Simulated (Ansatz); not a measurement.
**C₂H₈InNOSi: ionisation energy by level of theory**

How much energy removes an electron from C₂H₈InNOSi at fixed geometry? The cation is run at each level and the neutral's energy taken from earlier runs.

Computed with Ansatz 0.2.0, Gaussian basis. Level: unrestricted cation, the program's frozen cores in correlated methods.

Levels to be run: UKS PBE-D4/def2-TZVPP; UKS r2SCAN-D4/def2-TZVPP; UKS PBE0-D4/def2-TZVPP; UKS B3LYP-D4/def2-TZVPP; UKS wB97X-V/def2-TZVPP; UKS wB97M-V/def2-TZVPP; UKS B2PLYP/def2-TZVPP; UHF-CCSD(T)/def2-TZVPP; UHF-MP2/def2-QZVPP; extrapolation to the limit; then −ε(HOMO) from the neutral's earlier runs with LDA (SPW92), PBE-D4, revPBE-D4, BLYP-D4, r2SCAN-D4, B97M-V, PBE0-D4, B3LYP-D4, r2SCANh-D4, r2SCAN0-D4, HSE06-D4, BHLYP-D4, CAM-B3LYP-D4, LC-ωPBE, ωB97X-V, ωB97M-V.

### 1 The relaxed structure

An earlier PBE0-D4 in a triple-zeta def2 set relaxation fixed the geometry. In takes the def2 core potential; no spin-orbit term is included.

SMILES `C=C(N)[SiH](O)[InH2]`, 14 atoms, charge 0, spin multiplicity 1.

Atoms are counted from 1 here; the program's logs count them from 0.

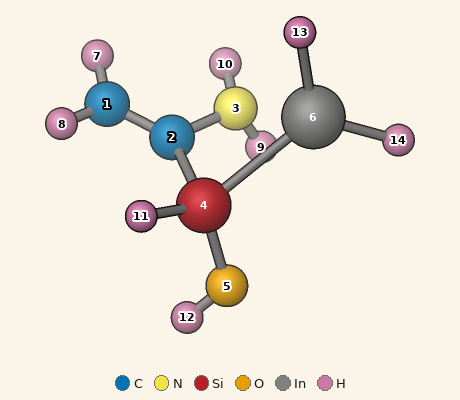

The geometry (carbon blue, nitrogen yellow, silicon red, oxygen amber, indium grey, hydrogen pink); atoms are numbered from 1 in the order of the file.

### 2 Cation, UKS PBE-D4/def2-TZVPP

The input, in.yaml:

```yaml
crystal:
  periodic: [false, false, false]
  atoms:
    - {symbol: C, position_ang: [-1.978128, 0.417038, 0.460067]}
    - {symbol: C, position_ang: [-0.749493, 0.319018, -0.040545]}
    - {symbol: N, position_ang: [0.235744, 1.340633, 0.163502]}
    - {symbol: Si, position_ang: [0.139301, -1.271365, -0.569884]}
    - {symbol: O, position_ang: [0.585490, -1.226705, -2.171416]}
    - {symbol: In, position_ang: [1.979341, -0.367593, 0.981885]}
    - {symbol: H, position_ang: [-2.331283, 1.305997, 0.979862]}
    - {symbol: H, position_ang: [-2.668273, -0.414109, 0.387921]}
    - {symbol: H, position_ang: [0.675719, 1.627312, -0.704099]}
    - {symbol: H, position_ang: [-0.115042, 2.161274, 0.645478]}
    - {symbol: H, position_ang: [-0.811834, -2.401345, -0.352478]}
    - {symbol: H, position_ang: [-0.110562, -1.381769, -2.813056]}
    - {symbol: H, position_ang: [1.709599, -0.417018, 2.687909]}
    - {symbol: H, position_ang: [3.439409, 0.308622, 0.344864]}
basis:
  gaussian: {orbitals: def2-TZVPP}
total_charge: 1
magnetization: {spin_polarized: true, initial_magnetization: 1}
hamiltonian: {xc: pbe, dispersion: d4}
```

Run with:

```
$ ansatz run in.yaml --threads 2 --pin off --events-out ev --progress --plain --max-ram 31744MiB --backend cuda --devices 0, --max-vram 18GiB
```

The program printed:

```text
Functional definition: PBE
  name "PBE"
  cite "Perdew, Burke & Ernzerhof, Phys. Rev. Lett. 77, 3865 (1996) doi:10.1103/PhysRevLett.77.3865"
  parent pbe
  parameter kappa = 0.804
  parameter beta = 0.06672455060314922
  exchange = pbe_x(kappa = kappa, mu = beta*pi^2/3)
  correlation = pbe_c(beta = beta)
1814 factors; their error is unknown
mean field evaluation 1: about -18736.3368 eV, gradient 9.5e1 eV
mean field evaluation 2: about -18167.0052 eV, gradient 2.6e2 eV
mean field evaluation 4: about -18763.4430 eV, gradient 4.4e1 eV
mean field evaluation 8: about -18776.6930 eV, gradient 4.6e0 eV
mean field evaluation 16: about -18776.8057 eV, gradient 7.1e-2 eV
mean field evaluation 32: about -18776.8057 eV, gradient 3.4e-5 eV
mean field -18776.80572686 eV, -690.0348830859 hartree, gradient 3.4e-5 eV, S^2 0.753555; 5 other end points of the search recorded, 0 dependent functions left out
reference -18776.80578436 eV, -690.0348851990 hartree; 35, 34 occupied and 293, 294 virtual orbitals, 1814 factors
Total energy: -18777.15522141 eV, -690.0477267740 hartree
```

Wall time 4 s (1 × H100 (card shared with other runs) with 2 threads of AMD EPYC 7R13, shared host); peak host memory 0.94 GiB.

Less the neutral's -18785.2421 eV (earlier run), this gives 8.087 eV. ⟨S²⟩ = 0.754.

### 3 Cation, UKS r2SCAN-D4/def2-TZVPP

Changes to in.yaml since step 2:

```diff
@@ -21,2 +21,2 @@
 magnetization: {spin_polarized: true, initial_magnetization: 1}
-hamiltonian: {xc: pbe, dispersion: d4}
+hamiltonian: {xc: r2scan, dispersion: d4}
```

Same command.

The program printed, shortened:

```text
Functional definition: r2SCAN
  name "r2SCAN"
  cite "Furness, Kaplan, Ning, Perdew & Sun, J. Phys. Chem. Lett. 11, 8208 (2020) doi:10.1021/acs.jpclett.0c02405"
  cite "Furness, Kaplan, Ning, Perdew & Sun, J. Phys. Chem. Lett. 11, 9248 (2020) doi:10.1021/acs.jpclett.0c03077"
  parent r2scan
[...]
1814 factors; their error is unknown
[...]
mean field -18785.85290956 eV, -690.3673609177 hartree, gradient 2.7e-5 eV, S^2 0.760529; 7 other end points of the search recorded, 0 dependent functions left out
reference -18785.85292861 eV, -690.3673616179 hartree; 35, 34 occupied and 293, 294 virtual orbitals, 1814 factors
Total energy: -18785.93854926 eV, -690.3705081187 hartree
```

Wall time 6 s (1 × H100 (card shared with other runs) with 2 threads of AMD EPYC 7R13, shared host); peak host memory 1 GiB.

Less the neutral's -18794.0924 eV (earlier run), this gives 8.154 eV. ⟨S²⟩ = 0.761.

### 4 Cation, UKS PBE0-D4/def2-TZVPP

Changes to in.yaml since step 3:

```diff
@@ -21,2 +21,2 @@
 magnetization: {spin_polarized: true, initial_magnetization: 1}
-hamiltonian: {xc: r2scan, dispersion: d4}
+hamiltonian: {xc: pbe0, dispersion: d4}
```

Same command.

The program printed:

```text
Functional definition: PBE0
  name "PBE0"
  cite "Adamo & Barone, J. Chem. Phys. 110, 6158 (1999) doi:10.1063/1.478522"
  cite "Perdew, Burke & Ernzerhof, Phys. Rev. Lett. 77, 3865 (1996) doi:10.1103/PhysRevLett.77.3865"
  parent pbe
  parameter a = 0.25
  parameter kappa = 0.804
  parameter beta = 0.06672455060314922
  exchange = (1 - a)*pbe_x(kappa = kappa, mu = beta*pi^2/3) + a*exact_x
  correlation = pbe_c(beta = beta)
1910 factors; their error is unknown
mean field evaluation 1: about -18751.6351 eV, gradient 7.6e1 eV
mean field evaluation 2: about -18581.0646 eV, gradient 1.7e2 eV
mean field evaluation 4: about -18773.9047 eV, gradient 2.2e1 eV
mean field evaluation 8: about -18777.6155 eV, gradient 1.3e0 eV
mean field evaluation 16: about -18777.7265 eV, gradient 3.4e-1 eV
mean field evaluation 32: about -18777.7270 eV, gradient 4.5e-5 eV
mean field -18777.72700818 eV, -690.0687395501 hartree, gradient 2.2e-5 eV, S^2 0.757440; 4 other end points of the search recorded, 0 dependent functions left out
reference -18777.72704903 eV, -690.0687410513 hartree; 35, 34 occupied and 293, 294 virtual orbitals, 1910 factors
Total energy: -18778.02639760 eV, -690.0797419083 hartree
```

Run time: 3.6 s. Hardware: 1 × H100 (card shared with other runs) with 2 threads of AMD EPYC 7R13, shared host; peak host memory 0.94 GiB.

The neutral molecule at this level: -18786.3077 eV. Difference: 8.281 eV. ⟨S²⟩ = 0.757.

### 5 Cation, UKS B3LYP-D4/def2-TZVPP

Changes to in.yaml since step 4:

```diff
@@ -21,2 +21,2 @@
 magnetization: {spin_polarized: true, initial_magnetization: 1}
-hamiltonian: {xc: pbe0, dispersion: d4}
+hamiltonian: {xc: {name: B3LYP}, dispersion: d4}
```

Same command.

The program printed, shortened:

```text
Functional definition: B3LYP
  name "B3LYP"
  cite "Stephens, Devlin, Chabalowski & Frisch, J. Phys. Chem. 98, 11623 (1994) doi:10.1021/j100096a001"
  cite "Becke, Phys. Rev. A 38, 3098 (1988) doi:10.1103/PhysRevA.38.3098"
  cite "Lee, Yang & Parr, Phys. Rev. B 37, 785 (1988) doi:10.1103/PhysRevB.37.785"
  cite "Vosko, Wilk & Nusair, Can. J. Phys. 58, 1200 (1980) doi:10.1139/p80-159"
[...]
1894 factors; their error is unknown
[...]
mean field -18790.16983943 eV, -690.5260051645 hartree, gradient 1.9e-5 eV, S^2 0.756507; 5 other end points of the search recorded, 0 dependent functions left out
reference -18790.17016567 eV, -690.5260171535 hartree; 35, 34 occupied and 293, 294 virtual orbitals, 1894 factors
Total energy: -18790.73630552 eV, -690.5468224092 hartree
```

Wall time 3.7 s (1 × H100 (card shared with other runs) with 2 threads of AMD EPYC 7R13, shared host); peak host memory 0.96 GiB.

Less the neutral's -18799.0639 eV (earlier run), this gives 8.328 eV. ⟨S²⟩ = 0.757.

### 6 Cation, UKS wB97X-V/def2-TZVPP

Changes to in.yaml since step 5:

```diff
@@ -21,2 +21,2 @@
 magnetization: {spin_polarized: true, initial_magnetization: 1}
-hamiltonian: {xc: {name: B3LYP}, dispersion: d4}
+hamiltonian: {xc: {name: wB97X-V}}
```

The command is unchanged.

The program printed, shortened:

```text
Functional definition: wB97X-V
  name "wB97X-V"
  cite "Mardirossian & Head-Gordon, Phys. Chem. Chem. Phys. 16, 9904 (2014) doi:10.1039/C3CP54374A"
  cite "Becke, J. Chem. Phys. 107, 8554 (1997) doi:10.1063/1.475007"
  cite "Vydrov & Van Voorhis, J. Chem. Phys. 133, 244103 (2010) doi:10.1063/1.3521275"
[...]
      + integral(e_c_pw_opposite_spin*poly(b97_u_opposite, cos0, cos1)) + vv10(b, c)
1881 factors; their error is unknown
442 factors; integrals over basis functions are off by at most 8.2e-6 eV
[...]
mean field -18783.89470681 eV, -690.2953982941 hartree, gradient 4.5e-5 eV, S^2 0.757240; 4 other end points of the search recorded, 0 dependent functions left out
reference -18783.89470420 eV, -690.2953981983 hartree; 35, 34 occupied and 293, 294 virtual orbitals, 1881 factors
Total energy: -18783.89470420 eV, -690.2953981983 hartree
```

Wall time 6 s (1 × H100 (card shared with other runs) with 2 threads of AMD EPYC 7R13, shared host); peak host memory 1.1 GiB.

Less the neutral's -18792.3339 eV (earlier run), this gives 8.439 eV. ⟨S²⟩ = 0.757.

### 7 Cation, UKS wB97M-V/def2-TZVPP

Changes to in.yaml since step 6:

```diff
@@ -21,2 +21,2 @@
 magnetization: {spin_polarized: true, initial_magnetization: 1}
-hamiltonian: {xc: {name: wB97X-V}}
+hamiltonian: {xc: {name: wB97M-V}}
```

Same command.

The program printed, shortened:

```text
Functional definition: wB97M-V
  name "wB97M-V"
  cite "Mardirossian & Head-Gordon, J. Chem. Phys. 144, 214110 (2016) doi:10.1063/1.4952647"
  cite "Becke, J. Chem. Phys. 107, 8554 (1997) doi:10.1063/1.475007"
  cite "Vydrov & Van Voorhis, J. Chem. Phys. 133, 244103 (2010) doi:10.1063/1.3521275"
  # Of w^i u^j: cxij and so on, Table III.
[...]
  gx(w, u) = 1 - cx + cx01*u + cx10*w
  gss(w, u) = css00 + css04*u^4 + css10*w + css20*w^2 + css43*w^4*u^3
  gos(w, u) = cos00 + cos10*w + (cos20 + cos21*u)*w^2 + (cos60 + cos61*u)*w^6
[...]
      + integral(e_c_pw_mod_opposite_spin*gos(b97_w_opposite, b97_u_opposite)) + vv10(b, c)
1853 factors; their error is unknown
442 factors; integrals over basis functions are off by at most 8.2e-6 eV
[...]
mean field -18783.15924211 eV, -690.2683704647 hartree, gradient 4.4e-5 eV, S^2 0.754703; 4 other end points of the search recorded, 0 dependent functions left out
reference -18783.15930940 eV, -690.2683729377 hartree; 35, 34 occupied and 293, 294 virtual orbitals, 1853 factors
Total energy: -18783.15930940 eV, -690.2683729377 hartree
```

It took 7 s on 1 × H100 (card shared with other runs) with 2 threads of AMD EPYC 7R13, shared host; peak host memory 1.2 GiB.

Less the neutral's -18791.6047 eV (earlier run), this gives 8.445 eV. ⟨S²⟩ = 0.755.

### 8 Cation, UKS B2PLYP (frozen core)/def2-TZVPP

Changes to in.yaml since step 7:

```diff
@@ -21,2 +21,2 @@
 magnetization: {spin_polarized: true, initial_magnetization: 1}
-hamiltonian: {xc: {name: wB97M-V}}
+hamiltonian: {xc: {name: B2PLYP}}
```

Launched as before.

The program printed, shortened:

```text
Functional definition: B2PLYP
  name "B2PLYP"
  cite "Grimme, J. Chem. Phys. 124, 034108 (2006) doi:10.1063/1.2148954"
  cite "Becke, Phys. Rev. A 38, 3098 (1988) doi:10.1103/PhysRevA.38.3098"
  cite "Lee, Yang & Parr, Phys. Rev. B 37, 785 (1988) doi:10.1103/PhysRevB.37.785"
[...]
2126 factors; integrals over basis functions are off by at most 1.2e-3 eV
[...]
mean field -18763.46456670 eV, -689.5446044933 hartree, gradient 7.1e-6 eV, S^2 0.763906; 5 other end points of the search recorded, 0 dependent functions left out
13 core orbitals not correlated: weight in the atoms' cores, before any rotation towards them, 1.000 or more for the frozen orbitals, at most 0.000 for the correlated occupied ones
reference -18763.46477053 eV, -689.5446119838 hartree; 22, 21 occupied and 293, 294 virtual orbitals, 2126 factors
second order -38.70125933 eV of doubles, -0.00000000 eV of singles
Total energy: -18773.91411055 eV, -689.9286181467 hartree
```

It took 5.5 s on 1 × H100 (card shared with other runs) with 2 threads of AMD EPYC 7R13, shared host; peak host memory 1.6 GiB.

Less the neutral's -18782.2258 eV (earlier run), this gives 8.312 eV. ⟨S²⟩ = 0.764.

### 9 Cation, UHF-CCSD(T)/def2-TZVPP

Changes to in.yaml since step 8:

```diff
@@ -21,2 +21,3 @@
 magnetization: {spin_polarized: true, initial_magnetization: 1}
-hamiltonian: {xc: {name: B2PLYP}}
+correlation: {method: ccsd_t}
+scf: {omitted_lower_state_checks: [cluster_reference]}
```

The command is unchanged.

The program printed, shortened:

```text
Functional definition: HF
  name "HF"
  cite "Fock, Z. Phys. 61, 126 (1930) doi:10.1007/BF01340294"
  parent pbe
[...]
2126 factors; integrals over basis functions are off by at most 1.2e-3 eV
[...]
mean field -18712.51171218 eV, -687.6721216265 hartree, gradient 9.1e-6 eV, S^2 0.842383; 7 other end points of the search recorded, 0 dependent functions left out
13 core orbitals not correlated: weight in the atoms' cores, before any rotation towards them, 1.000 or more for the frozen orbitals, at most 0.000 for the correlated occupied ones
reference -18712.51171218 eV, -687.6721216265 hartree; 22, 21 occupied and 293, 294 virtual orbitals, 2126 factors
second order -31.59687041 eV of doubles, -0.00000000 eV of singles
cycle   1  -31.67774126 eV  change   -8.1e-2 eV  update   1.4e-1
[...]
cycle  16  -32.80325205 eV  change    8.6e-6 eV  update   4.8e-5
perturbative correction -1.32295877 eV, -0.0486178380 hartree
Total energy: -18746.63792299 eV, -688.9262367424 hartree
Checks for a lower state left out: cluster_reference
```

It took 68 s on 1 × H100 (card shared with other runs) with 2 threads of AMD EPYC 7R13, shared host; peak host memory 2.2 GiB.

The neutral molecule at this level: -18755.0627 eV. Difference: 8.425 eV. ⟨S²⟩ = 0.842. T1 = 0.024 (report).

### 10 Cation, UHF-MP2/def2-QZVPP

Changes to in.yaml since step 9:

```diff
@@ -18,6 +18,6 @@
 basis:
-  gaussian: {orbitals: def2-TZVPP}
+  gaussian: {orbitals: "def2-QZVPP.json"}
 total_charge: 1
 magnetization: {spin_polarized: true, initial_magnetization: 1}
-correlation: {method: ccsd_t}
+correlation: {method: mp2}
 scf: {omitted_lower_state_checks: [cluster_reference]}
```

The command is unchanged.

The program printed, shortened:

```text
Functional definition: HF
  name "HF"
  cite "Fock, Z. Phys. 61, 126 (1930) doi:10.1007/BF01340294"
  parent pbe
[...]
3739 factors; integrals over basis functions are off by at most 1.0e-3 eV
[...]
mean field -18713.06260395 eV, -687.6923665259 hartree, gradient 2.5e-6 eV, S^2 0.842846; 6 other end points of the search recorded, 0 dependent functions left out
13 core orbitals not correlated: weight in the atoms' cores, before any rotation towards them, 1.000 or more for the frozen orbitals, at most 0.000 for the correlated occupied ones
reference -18713.06260395 eV, -687.6923665259 hartree; 22, 21 occupied and 585, 586 virtual orbitals, 3739 factors
second order -38.41869755 eV of doubles, -0.00000000 eV of singles
Total energy: -18751.48130151 eV, -689.1042276198 hartree
Checks for a lower state left out: cluster_reference
```

Run time: 14 s. Hardware: 1 × H100 (card shared with other runs) with 2 threads of AMD EPYC 7R13, shared host; peak host memory 1.4 GiB.

The neutral molecule at this level: -18760.1649 eV. Difference: 8.684 eV. ⟨S²⟩ = 0.843.

### 11 Extrapolating to the complete basis

No new run: Hartree-Fock is extrapolated as exp(−7.88√X) and correlation as X^−2.97, with X = 3 and 4; only MP2 was run in the larger set, so CCSD(T) minus MP2 is added from the smaller one.

| level | energy at the limit (eV) |
| --- | --- |
| HF | -18713.1385 |
| MP2 | -18756.6104 |
| CCSD | -18757.8168 |
| CCSD(T) | -18759.1397 |

This is no true limit for total energies: MP2 correlation changes by a factor of 1.22 from triple to quadruple zeta (about 1.07 in light molecules), because outer-core shells are correlated in sets not made for them. Much of that cancels between molecule and atoms or ions.

The neutral's limit, from its own earlier runs, is -18767.7136 eV in the additive form (MP2 limit plus CCSD(T) minus MP2 in triple zeta), in which the cation has -18759.1397 eV.

### 12 Ionisation energies side by side

Differences are taken before rounding.

```
            method  ionisation energy (eV)  from CCSD(T)/CBS (eV)   time
            PBE-D4                    8.09                  -0.49  6.4 s
         r2SCAN-D4                    8.15                  -0.42  8.8 s
           PBE0-D4                    8.28                  -0.29  5.7 s
          B3LYP-D4                    8.33                  -0.25  8.4 s
           ωB97X-V                    8.44                  -0.13  8.7 s
           ωB97M-V                    8.45                  -0.13   11 s
            B2PLYP                    8.31                  -0.26  8.1 s
     HF/def2-TZVPP                    7.63                  -0.94       
    MP2/def2-TZVPP                    8.60                  +0.03       
   CCSD/def2-TZVPP                    8.42                  -0.16       
CCSD(T)/def2-TZVPP                    8.42                  -0.15   80 s
       CCSD(T)/CBS                    8.57                      0   98 s
```

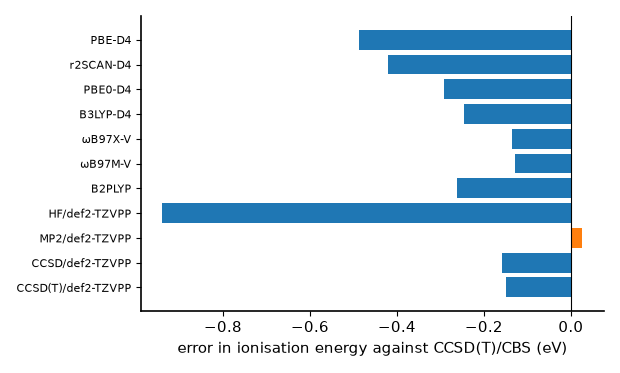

Error of each method against CCSD(T)/CBS.

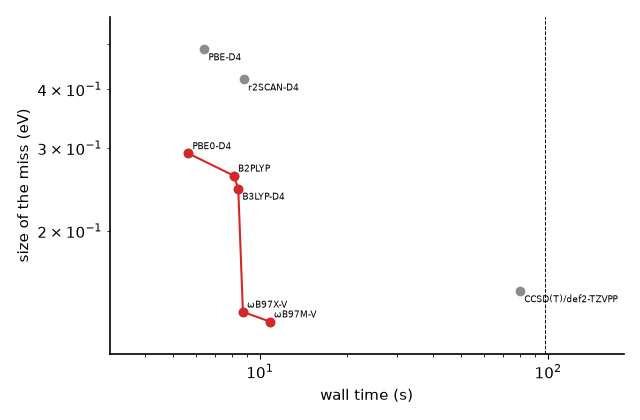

Accuracy for the time spent; red marks the levels that beat every quicker one drawn (of those quicker than the yardstick), and the dashed line is the time of CCSD(T)/CBS. Times are from a shared host. Runs this short are mostly start-up, so their order is noise.

Times add the cation's run and the neutral's; HF, MP2 and CCSD come out of the CCSD(T) runs.

Orbital estimates, from the neutral's runs:

```
  functional  −ε(HOMO) (eV)  by energy difference (eV)
 LDA (SPW92)           5.62                           
      PBE-D4           5.50                       8.09
   revPBE-D4           5.45                           
     BLYP-D4           5.37                           
   r2SCAN-D4           5.71                       8.15
      B97M-V           5.78                           
     PBE0-D4           6.51                       8.28
    B3LYP-D4           6.34                       8.33
  r2SCANh-D4           6.09                           
  r2SCAN0-D4           6.65                           
    HSE06-D4           6.12                           
    BHLYP-D4           7.43                           
CAM-B3LYP-D4           7.73                           
     LC-ωPBE           8.98                           
     ωB97X-V           8.68                       8.44
     ωB97M-V           8.51                       8.45
```

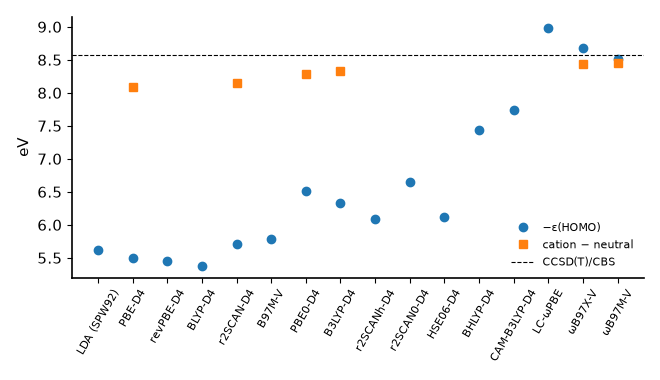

Orbital estimates and energy differences by functional.

### 13 What came out

| quantity | value |
| --- | --- |
| ionisation energy, CCSD(T)/CBS | 8.57 eV |
| nearest functional by difference | ωB97M-V (-0.13 eV) |
| nearest −ε(HOMO) | ωB97M-V (-0.06 eV) |
| −ε(HOMO) of PBE | 5.50 eV |
| T1 of the cation | 0.024 |

**Reading.** By cation minus neutral, the functionals miss by 0.49 eV at most. −ε(HOMO) of PBE misses by 3.1 eV, since self-interaction lifts the level. Among orbital estimates ωB97M-V comes nearest. Hartree-Fock falls 0.94 eV short, as the neutral has more correlation energy than the cation. Correlated methods include outer-core shells of In, which these sets cover unevenly. With outer-core shells in play the reference is unsure by up to some tenths of an eV, so close misses can't be ranked.

ωB97M-V reaches 0.13 eV from the reference in 11 s, where CCSD(T)/CBS took 98 s.
